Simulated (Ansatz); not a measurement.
Predicting a hybrid from its neighbours: C2F5

The species is C2F5 (7 atoms), meant as a doublet with charge 0. As SMILES, `F[C](F)C(F)(F)F`. The coordinates come from a PBE0-D4/def2-TZVP relaxation.

The vertical energy of the quartet above the doublet y, in eV, basis cc-pVDZ; a is the functional's share of exact exchange. Programs: Ansatz 0.2.0.

| functional | program | a | y (eV) |
| --- | --- | --- | --- |
| UBLYP | Ansatz | 0 | 10.39 |
| UPBE | Ansatz | 0 | 10.29 |
| UB3LYP | Ansatz | 0.2 | 11.07 |
| U-r2SCAN0 | Ansatz | 0.25 | 11.32 |
| UPBE0 | Ansatz | 0.25 | ? |
| UBHLYP | Ansatz | 0.5 | 12.03 |

Task: Fit y = c + s·a to the known rows and predict UPBE0.

Result: 
1. Means of the 5 rows: a = 0.1900, y = 11.020.
2. Σ(Δa)² = 0.172, Σ(Δa·Δy) = 0.59, so the slope is 0.59/0.172 = 3.4302.
3. Intercept: 11.020 − (3.4302) × 0.1900 = 10.368. The largest residual of the fit is 0.094.
4. UPBE0: 10.368 + (3.4302) × 0.25 = 11.23 eV.

The run gave 11.12 eV, so the prediction is off by +0.11 eV, about the scatter of the fit. The rows mix families of semi-local functionals, which the line can't see.

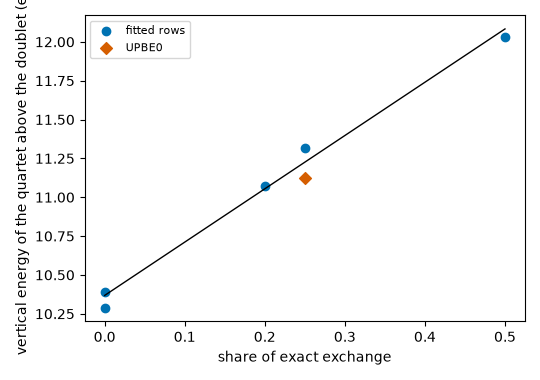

The fitted line, with the withheld row.
